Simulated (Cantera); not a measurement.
Charge: 1 mol Al, 3.2 mol HCl, 39 mol H2, at 1498 K.

Method: chemical equilibrium by Gibbs-energy minimisation in Cantera with the NASA 1993 tables (ideal gas, pure condensed phases). Candidate condensed phases: Al, AlCl3; 12 gas species. The tables' values for AlCl2 are old estimates; treat these amounts as uncertain. Equilibrium is a limit: real reactors are often held back by kinetics, nucleation or transport.

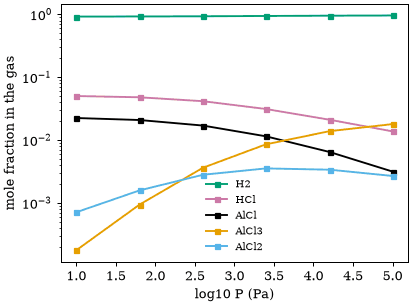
Fig. 1. Equilibrium gas composition (values under 1e-9 drawn at 1e-9)

From 10.0 Pa to 1.00 bar nothing is condensed. The main Al-bearing gas is AlCl at 10.0 Pa and AlCl3 at 1.00 bar.
